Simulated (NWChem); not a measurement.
# A workflow on the pair C3H6···SiNH2F

We compute a single-point energy (singlet C3H8FNSi, PBE-D3(0)/def2-SVP), then a single-point energy (singlet C3H6, PBE-D3(0)/def2-SVP), then a single-point energy (singlet SiNH2F, PBE-D3(0)/def2-SVP), then the energy (singlet C3H6, PBE-D3(0)/def2-SVP), then the energy (singlet SiNH2F, PBE-D3(0)/def2-SVP) of C3H8FNSi and its partners. 

The results are computed with NWChem 7.3.0.

## 1. The molecule

The species is C3H8FNSi (14 atoms), meant as a singlet with charge 0. The two molecules were placed rigidly side by side, at 0.9 times their contact distance; the pair isn't optimised.

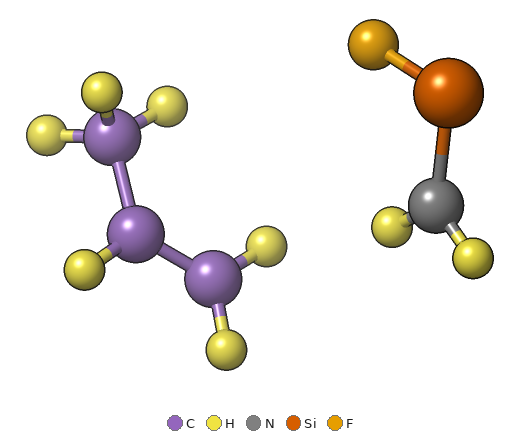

The structure, seen from a chosen angle (carbon purple, hydrogen yellow, nitrogen grey, silicon orange, fluorine amber).

## 2. A single-point energy at PBE-D3(0)/def2-SVP (run 1)

The input, c3h8fnsi.nw:

```
start c3h8fnsi
memory stack 880 mb heap 220 mb global 1100 mb
charge 0

geometry units atomic noautosym nocenter noautoz
C     -2.13423779     1.04713504    -1.09643799
C      0.29783973     0.50327186    -0.84548237
C      1.40767589    -1.02721733     1.24039733
H     -3.52394238     0.38308528     0.25962947
H     -2.82606652     2.17284489    -2.66113123
H      1.61951419     1.21229710    -2.25313936
H      2.38409738    -2.69338885     0.49943572
H      2.81646671     0.06315465     2.29184095
H     -0.04136610    -1.66122044     2.56490637
N     -5.23996488     5.18652342     3.34056336
Si    -3.99093150     5.51159411     6.28668418
F     -2.70754290     2.73968714     6.54349796
H     -5.09464494     3.62256719     2.25504798
H     -6.22264136     6.58322000     2.49595027
end

basis spherical bse
* library def2-SVP
end

dft
xc xpbe96 cpbe96
disp vdw 3
grid fine
convergence energy 1e-08
iterations 100
mulliken
noprint "final vectors analysis"
end

task dft energy
```

Started as:

```console
$ nwchem c3h8fnsi.nw > c3h8fnsi.out
```

Standard output, shortened:

```text
[...]
          Wavefunction type:  closed shell.
          No. of atoms     :    14
          No. of electrons :    56
[...]
          Charge           :     0
          Spin multiplicity:     1
[...]
          AO basis - number of functions:   128
[...]
              XC Information
              --------------
          PerdewBurkeErnzerhof Exchange Functional  1.000
            Perdew 1991 LDA Correlation Functional  1.000 local
           PerdewBurkeErnz. Correlation Functional  1.000 non-local
[...]
 d= 0,ls=0.0,diis     1   -562.3795286799 -8.25D+02  1.22D-02  8.48D-01     3.4
[...]
 d= 0,ls=0.0,diis    11   -562.4747348143 -5.50D-09  3.03D-07  4.31D-09    31.7
         Total DFT energy =     -562.474734814251
      One electron energy =    -1294.858051728350
           Coulomb energy =      527.170676115387
    Exchange-Corr. energy =      -57.030146890917
 Nuclear repulsion energy =      262.246670398862
    Dispersion correction =       -0.003882709233
[...]
      Total Density - Mulliken Population Analysis
     ---------------------------------------------
    Atom       Charge   Shell Charges
 -----------   ------   -------------------------------------------------------
    1 C    6     6.06   1.98  0.90  0.22  2.09  0.84  0.02
    2 C    6     6.12   1.99  0.92  0.26  2.08  0.84  0.03
    3 C    6     5.98   1.98  0.91  0.06  2.15  0.84  0.03
    4 H    1     0.97   0.75  0.20  0.02
    5 H    1     0.98   0.75  0.21  0.02
    6 H    1     0.99   0.75  0.21  0.02
    7 H    1     0.96   0.74  0.20  0.02
    8 H    1     0.96   0.74  0.20  0.02
    9 H    1     0.97   0.74  0.21  0.02
   10 N    7     7.29   1.99  1.00  0.40  2.46  1.44  0.01
[...]
```

It took 32 s on 1 thread of Intel Xeon Platinum 8559C (Emerald Rapids), shared host; peak memory 0.13 GiB.

## 3. C3H6: a single-point energy at PBE-D3(0)/def2-SVP (run 2)

The input, c3h6.nw:

```
start c3h6
title "C3H6 energy"
memory 2200 mb
geometry noautosym nocenter noautoz
  C       -1.129390       0.554120      -0.580210
  C        0.157610       0.266320      -0.447410
  C        0.744910      -0.543580       0.656390
  H       -1.864790       0.202720       0.137390
  H       -1.495490       1.149820      -1.408210
  H        0.857010       0.641520      -1.192310
  H        1.261610      -1.425280       0.264290
  H        1.490410       0.033420       1.212790
  H       -0.021890      -0.879080       1.357290
end
basis "ao basis" spherical bse
  * library def2-SVP
end
dft
  xc xpbe96 cpbe96
  mult 1
  disp vdw 3
  grid fine
  convergence energy 1e-08
  maxiter 100
  mulliken
  print low
end
task dft energy
```

Started as:

```console
$ nwchem c3h6.nw > c3h6.out
```

Standard output, shortened:

```text
[...]
 d= 0,ls=0.0,diis     1   -117.6222985285 -1.89D+02  8.18D-03  2.25D-01     1.1
[...]
 d= 0,ls=0.0,diis     8   -117.6464455475  7.60D-10  3.44D-06  6.13D-08     7.2
         Total DFT energy =     -117.646445547493
      One electron energy =     -297.256848802464
           Coulomb energy =      126.901982576961
    Exchange-Corr. energy =      -18.288233794593
 Nuclear repulsion energy =       70.998126003957
    Dispersion correction =       -0.001471531354
[...]
      Total Density - Mulliken Population Analysis
     ---------------------------------------------
    Atom       Charge   Shell Charges
 -----------   ------   -------------------------------------------------------
    1 C    6     6.04   1.98  0.90  0.22  2.09  0.83  0.02
    2 C    6     6.13   1.99  0.92  0.26  2.08  0.85  0.03
    3 C    6     5.98   1.98  0.91  0.06  2.15  0.84  0.03
    4 H    1     0.98   0.74  0.22  0.02
    5 H    1     0.98   0.74  0.21  0.02
    6 H    1     0.99   0.75  0.22  0.02
    7 H    1     0.96   0.74  0.20  0.02
    8 H    1     0.96   0.74  0.20  0.02
    9 H    1     0.98   0.74  0.22  0.02
[...]
```

Run time: 7.8 s. Hardware: 1 thread of Intel Xeon Platinum 8559C (Emerald Rapids), shared host; peak memory 0.12 GiB.

## 4. SiNH2F: the energy at PBE-D3(0)/def2-SVP (run 3)

The input, fh2nsi.nw:

```
start fh2nsi
memory stack 880 mb heap 220 mb global 1100 mb
charge 0

geometry noautosym nocenter noautoz
  N       -2.772870       2.744590       1.767750
  Si      -2.111910       2.916610       3.326770
  F       -1.432770       1.449780       3.462670
  H       -2.695970       1.916980       1.193320
  H       -3.292880       3.483690       1.320800
end

basis spherical bse
  * library def2-SVP
end

dft
  xc xpbe96 cpbe96
  disp vdw 3
  grid fine
  convergence energy 1e-08
  iterations 100
  mulliken
  noprint "final vectors analysis"
end

task dft
```

Started as:

```console
$ nwchem fh2nsi.nw > fh2nsi.out
```

Standard output, shortened:

```text
[...]
          Wavefunction type:  closed shell.
          No. of atoms     :     5
          No. of electrons :    32
[...]
          Charge           :     0
          Spin multiplicity:     1
[...]
          AO basis - number of functions:    56
[...]
              XC Information
              --------------
          PerdewBurkeErnzerhof Exchange Functional  1.000
            Perdew 1991 LDA Correlation Functional  1.000 local
           PerdewBurkeErnz. Correlation Functional  1.000 non-local
[...]
 d= 0,ls=0.0,diis     1   -444.7538321317 -5.47D+02  2.53D-02  6.19D-01     0.5
[...]
 d= 0,ls=0.0,diis    10   -444.8243681376 -7.25D-09  6.08D-07  2.92D-09     3.9
         Total DFT energy =     -444.824368137599
      One electron energy =     -818.683357555778
           Coulomb energy =      310.825035278555
    Exchange-Corr. energy =      -38.741976124720
 Nuclear repulsion energy =      101.776410775172
    Dispersion correction =       -0.000480510828
[...]
      Total Density - Mulliken Population Analysis
     ---------------------------------------------
    Atom       Charge   Shell Charges
 -----------   ------   -------------------------------------------------------
    1 N    7     7.29   1.99  0.99  0.40  2.46  1.44  0.01
    2 Si  14    13.64   2.00  1.98  1.22  0.62  5.92  0.98  0.65  0.27
    3 F    9     9.32   1.99  1.13  0.79  3.34  2.06  0.00
    4 H    1     0.88   0.70  0.13  0.05
    5 H    1     0.87   0.71  0.11  0.05
[...]
```

Wall time 4.5 s (1 thread of Intel Xeon Platinum 8559C (Emerald Rapids), shared host); peak memory 0.12 GiB.

## 5. C3H6 among ghost functions: a single-point energy at PBE-D3(0)/def2-SVP (with ghost functions) (run 4)

The input, run.nw:

```
start run
memory total 2200 mb
geometry noautosym nocenter noautoz
   C    -1.129390    0.554120   -0.580210
   C     0.157610    0.266320   -0.447410
   C     0.744910   -0.543580    0.656390
   H    -1.864790    0.202720    0.137390
   H    -1.495490    1.149820   -1.408210
   H     0.857010    0.641520   -1.192310
   H     1.261610   -1.425280    0.264290
   H     1.490410    0.033420    1.212790
   H    -0.021890   -0.879080    1.357290
   bqN     -2.772870     2.744590     1.767750
   bqSi    -2.111910     2.916610     3.326770
   bqF     -1.432770     1.449780     3.462670
   bqH     -2.695970     1.916980     1.193320
   bqH     -3.292880     3.483690     1.320800
end
basis "ao basis" spherical bse
   C library def2-SVP
   H library def2-SVP
   bqN library N def2-SVP
   bqSi library Si def2-SVP
   bqF library F def2-SVP
   bqH library H def2-SVP
end
dft
   xc xpbe96 cpbe96
   mult 1
   disp vdw 3
   grid fine
   convergence energy 1e-08
   iterations 100
   mulliken
   noprint "final vectors analysis"
end
task dft energy
```

Started as:

```console
$ nwchem run.nw > run.out
```

Standard output, shortened:

```text
[...]
          Wavefunction type:  closed shell.
          No. of atoms     :    14
          No. of electrons :    24
[...]
          Charge           :     0
          Spin multiplicity:     1
[...]
          AO basis - number of functions:   128
[...]
              XC Information
              --------------
          PerdewBurkeErnzerhof Exchange Functional  1.000
            Perdew 1991 LDA Correlation Functional  1.000 local
           PerdewBurkeErnz. Correlation Functional  1.000 non-local
[...]
 d= 0,ls=0.0,diis     1   -117.6226455895 -1.89D+02  4.62D-03  2.26D-01     3.0
[...]
 d= 0,ls=0.0,diis     8   -117.6468513519 -7.62D-10  1.82D-06  4.17D-08    21.9
         Total DFT energy =     -117.646851351900
      One electron energy =     -297.244626667410
           Coulomb energy =      126.888133945916
    Exchange-Corr. energy =      -18.287013103010
 Nuclear repulsion energy =       70.998126003957
    Dispersion correction =       -0.001471531354
[...]
      Total Density - Mulliken Population Analysis
     ---------------------------------------------
    Atom       Charge   Shell Charges
 -----------   ------   -------------------------------------------------------
    1 C    6     6.04   1.98  0.90  0.23  2.09  0.82  0.02
    2 C    6     6.13   1.99  0.92  0.26  2.08  0.85  0.03
    3 C    6     5.97   1.98  0.91  0.06  2.15  0.84  0.03
    4 H    1     0.97   0.74  0.20  0.02
    5 H    1     0.98   0.75  0.21  0.02
    6 H    1     0.99   0.75  0.22  0.02
    7 H    1     0.96   0.74  0.20  0.02
    8 H    1     0.96   0.74  0.20  0.02
    9 H    1     0.98   0.74  0.22  0.02
   10 X    0    -0.00  -0.00  0.00 -0.00 -0.00 -0.00 -0.00
[...]
```

Wall time 23 s (1 thread of Intel Xeon Platinum 8559C (Emerald Rapids), shared host); peak memory 0.13 GiB.

## 6. SiNH2F among ghost functions: a single-point energy at PBE-D3(0)/def2-SVP (with ghost functions) (run 5)

The input, sp.nw:

```
start sp
title "FH2NSi"
memory 2200 mb
geometry units au noautosym nocenter noautoz
  N  -5.23996488  5.18652342  3.34056336
  Si -3.99093150  5.51159411  6.28668418
  F  -2.70754290  2.73968714  6.54349796
  H  -5.09464494  3.62256719  2.25504798
  H  -6.22264136  6.58322000  2.49595027
  bqC     -2.134238     1.047135    -1.096438
  bqC      0.297840     0.503272    -0.845482
  bqC      1.407676    -1.027217     1.240397
  bqH     -3.523942     0.383085     0.259629
  bqH     -2.826067     2.172845    -2.661131
  bqH      1.619514     1.212297    -2.253139
  bqH      2.384097    -2.693389     0.499436
  bqH      2.816467     0.063155     2.291841
  bqH     -0.041366    -1.661220     2.564906
end
basis "ao basis" spherical bse
  N library def2-SVP
  Si library def2-SVP
  F library def2-SVP
  H library def2-SVP
  bqC library C def2-SVP
  bqH library H def2-SVP
end
dft
  xc xpbe96 cpbe96
  disp vdw 3
  grid fine
  convergence energy 1e-08
  iterations 100
  mulliken
  print low
end
task dft energy
```

Started as:

```console
$ nwchem sp.nw > sp.out
```

Standard output, shortened:

```text
[...]
 d= 0,ls=0.0,diis     1   -444.7548647344 -5.47D+02  1.12D-02  6.19D-01     3.0
[...]
 d= 0,ls=0.0,diis    10   -444.8254004737 -7.06D-09  2.65D-07  2.89D-09    27.1
         Total DFT energy =     -444.825400473735
      One electron energy =     -818.658164784842
           Coulomb energy =      310.796602317742
    Exchange-Corr. energy =      -38.739761010993
 Nuclear repulsion energy =      101.776403515224
    Dispersion correction =       -0.000480510867
[...]
      Total Density - Mulliken Population Analysis
     ---------------------------------------------
    Atom       Charge   Shell Charges
 -----------   ------   -------------------------------------------------------
    1 N    7     7.30   1.99  1.00  0.40  2.46  1.45  0.01
    2 Si  14    13.64   2.00  1.98  1.22  0.62  5.92  0.98  0.65  0.27
    3 F    9     9.32   1.99  1.13  0.79  3.34  2.06  0.00
    4 H    1     0.87   0.70  0.12  0.05
    5 H    1     0.87   0.71  0.11  0.05
    6 X    0     0.00   0.00 -0.00  0.00 -0.00  0.00 -0.00
    7 X    0    -0.00   0.00 -0.00 -0.00 -0.00 -0.00 -0.00
    8 X    0    -0.00  -0.00  0.00 -0.00 -0.00 -0.00 -0.00
    9 X    0     0.00  -0.00  0.00  0.00
   10 X    0     0.00  -0.00  0.00 -0.00
[...]
```

Wall time 28 s (1 thread of Intel Xeon Platinum 8559C (Emerald Rapids), shared host); peak memory 0.13 GiB.

## 7. What came out

| quantity | value |
| --- | --- |
| run 1, PBE-D3(0)/def2-SVP: total energy | -562.47473 Eh |
| run 1, PBE-D3(0)/def2-SVP: dipole moment | 2.16 D |
| run 1, PBE-D3(0)/def2-SVP: dispersion energy | -10.19 kJ/mol |
| C3H6: total energy | -117.64645 Eh |
| C3H6: dispersion energy | -3.86 kJ/mol |
| SiNH2F: total energy | -444.82437 Eh |
| SiNH2F: dipole moment | 2.54 D |
| SiNH2F: dispersion energy | -1.26 kJ/mol |
| C3H6 among ghost functions: total energy | -117.64685 Eh |
| C3H6 among ghost functions: dipole moment | 0.47 D |
| C3H6 among ghost functions: dispersion energy | -3.86 kJ/mol |
| SiNH2F among ghost functions: total energy | -444.82540 Eh |
| SiNH2F among ghost functions: dispersion energy | -1.26 kJ/mol |
| interaction energy of the rigid parts C3H6 and SiNH2F (parts in their own basis; closest atoms 2.18 Å apart) | -0.107 eV |
| interaction energy of the rigid parts C3H6 and SiNH2F (parts in the whole basis, counterpoise; closest atoms 2.18 Å apart) | -0.068 eV |

In words: The interaction energy of the rigid parts C3H6 and SiNH2F (parts in their own basis; closest atoms 2.18 Å apart) is −0.11 eV (−2.5 kcal/mol): the parts attract. Without counterpoise this holds the superposition error of the basis. The interaction energy of the rigid parts C3H6 and SiNH2F (parts in the whole basis, counterpoise; closest atoms 2.18 Å apart) is −0.07 eV (−6.5 kJ/mol): the parts attract. The basis-set superposition error is 3.8 kJ/mol. Mulliken charges (run 1, PBE-D3(0)/def2-SVP) run from -0.32 on F12 to +0.35 on Si11.
